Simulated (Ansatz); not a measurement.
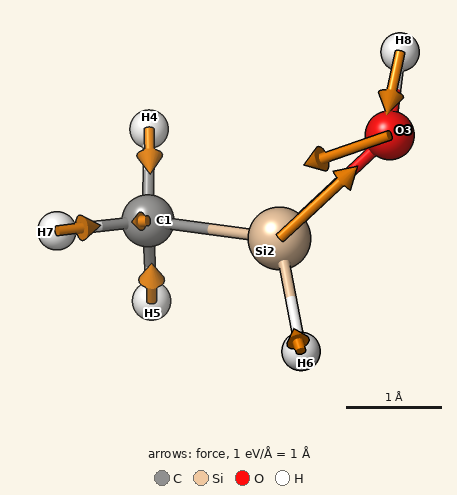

Starting geometry of CH₅OSi (charge +1) with the computed forces as orange arrows. A ball-and-stick model, seen at a tilt.

It is one of the separated reactants of a reaction.

Method: RKS PBE0-D4/def2-TZVP (Ansatz).

Input
```yaml
crystal:
  periodic: [false, false, false]
  atoms:
    - {symbol: C, position_ang: [-1.129518, 0.555067, -0.892847]}
    - {symbol: Si, position_ang: [0.374015, 0.306851, 0.115620]}
    - {symbol: O, position_ang: [0.832487, -1.079447, 0.799399]}
    - {symbol: H, position_ang: [-1.736119, -0.364441, -1.011836]}
    - {symbol: H, position_ang: [-1.745296, 1.354967, -0.420003]}
    - {symbol: H, position_ang: [1.363712, 1.366035, 0.434755]}
    - {symbol: H, position_ang: [-0.824897, 0.938291, -1.894451]}
    - {symbol: H, position_ang: [0.374094, -1.944530, 0.762940]}
basis:
  gaussian: {orbitals: def2-TZVP}
total_charge: 1
hamiltonian: {xc: pbe0, dispersion: d4}
relax: {f_tol: 0.005, max_steps: 200}
```

Run as
```bash
ansatz run in.yaml --threads 2 --pin off --events-out ev --progress --plain --max-ram 4352MiB
```

What follows when this structure is relaxed?

It isn't relaxed: the largest force vector, on Si2, is 1.15 eV/Å. The final displacements follow the starting forces only in part (cosine between the two patterns 0.67). The atom that moves furthest after the best rigid fit is O3 (0.041 Å). Largest moves by element: O 0.041 Å, H 0.034 Å, C 0.017 Å, Si 0.006 Å. Some distances before and after: Si2–O3 1.612 → 1.574 Å, C1–Si2 1.827 → 1.810 Å, Si2–H6 1.484 → 1.467 Å, C1–H4 1.108 → 1.091 Å. The energy falls by 0.056 eV in 5 geometry steps. Largest force component: 0.99 eV/Å at the start, 0.0038 eV/Å at the end.
